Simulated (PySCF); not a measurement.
# H3PSiZn: what the fields show

The calculation's input:

```
from pyscf import gto, dft

molecule = gto.Mole()
molecule.atom = '''
P   -0.421636   0.337708  -2.204805
Si  -0.727595   2.372325  -2.056815
Zn  -0.576127   0.211612   0.064041
H   -0.769051   3.278492  -3.243054
H   -0.940269   3.192947  -0.819525
H   -0.678726   0.083719   1.603852
'''
molecule.basis = 'def2-tzvpd'
molecule.verbose = 3
molecule.max_memory = 3720
molecule.build()

calc0 = dft.RKS(molecule, xc='pbe0')
calc0 = calc0.density_fit(auxbasis='def2-universal-jkfit')
calc0.grids.level = 3
calc0.max_cycle = 100
calc0.conv_tol = 1e-09
calc0.kernel()
if not calc0.converged:
    calc0 = calc0.newton().run(calc0.mo_coeff, calc0.mo_occ)

energy = calc0.e_tot
print('Final energy', energy)
grad = calc0.nuc_grad_method().kernel()
calc0.analyze()
```

Launched as:

```sh
OMP_NUM_THREADS=2 python input.py
```

Geometry: PBE0-D4/def2-SVP.

All numbers below come from Gaussian-basis quantum chemistry of an isolated molecule with PySCF, energy and nuclear gradient, functional PBE0 in PySCF 2.14.0.

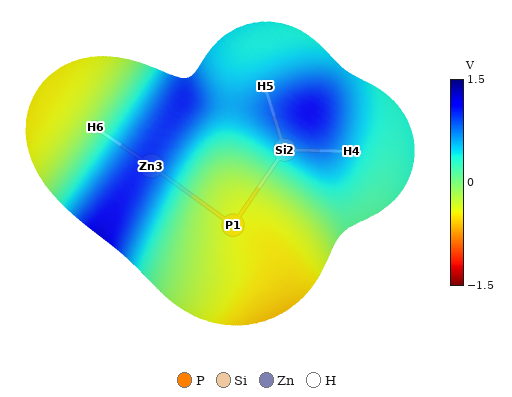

Figure 1. The electrostatic potential painted on the density surface at 0.001 e/bohr³, seen across its widest extent; red is negative and blue positive.

Where is the surface potential most negative and most positive?

The most negative region (about −0.6 V) lies over P1, the most positive (about +1.2 V) over Zn3.

How polar is the molecule by this calculation?

Its dipole moment is 1.20 D.

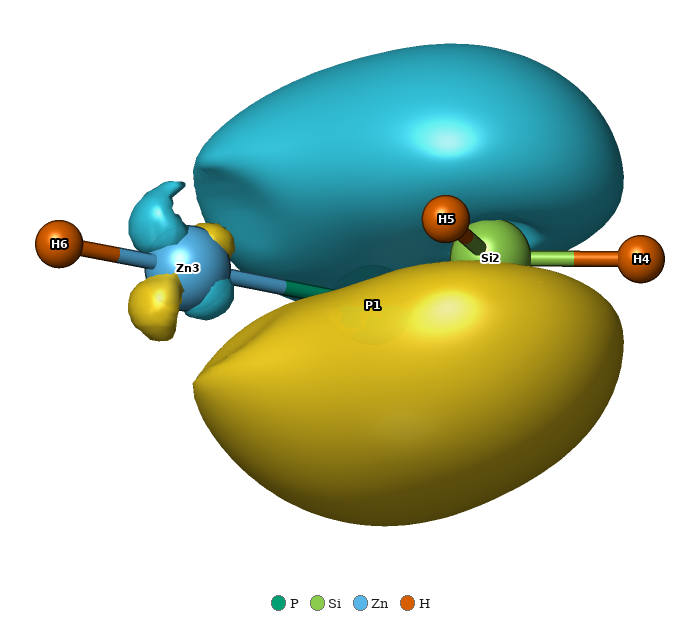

Figure 2. The HOMO at ±0.06 Å⁻³ᐟ² (yellow and cyan are the two phases), seen from one side.

What is the character of this orbital?

It lies mainly on P1 (about 55 %), Si2 (about 35 %) and Zn3 (about 10 %); it changes sign across the molecular plane (π type); π-bonding across P1–Si2. Its energy is −6.99 eV.

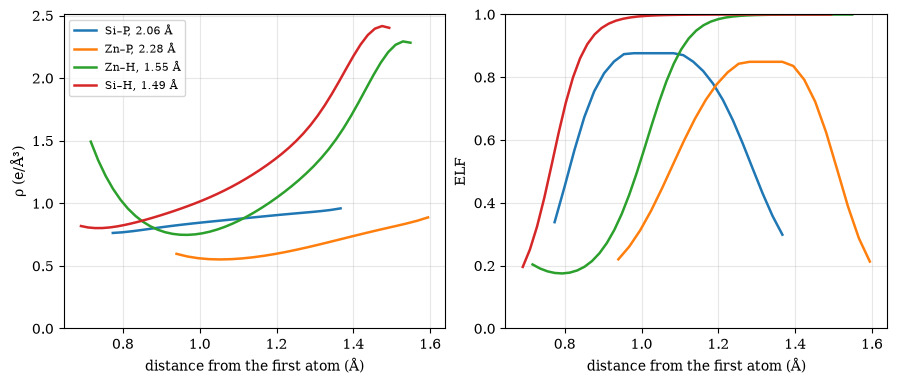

Figure 3. Total electron density and electron localisation function along straight lines between neighbouring atoms. The curves leave out the atomic cores.

Compare the contacts.

Si–P (2.06 Å): ρ at the midpoint is about 0.85 e/Å³; the ELF peaks at about 0.90 between the atoms: localised, covalent bonding.
Zn–P (2.28 Å): ρ at the midpoint is about 0.57 e/Å³; the ELF peaks at about 0.85 in the valence shell of P, 1.0 Å from its nucleus, and is about 0.65 at the midpoint.
Zn–H (1.55 Å): the density is about 1.1 e/Å³ at the midpoint; the ELF climbs to about 1 towards the hydrogen.
Si–H (1.49 Å): ρ at the midpoint is about 0.8 e/Å³; the ELF climbs to about 1 towards the hydrogen.
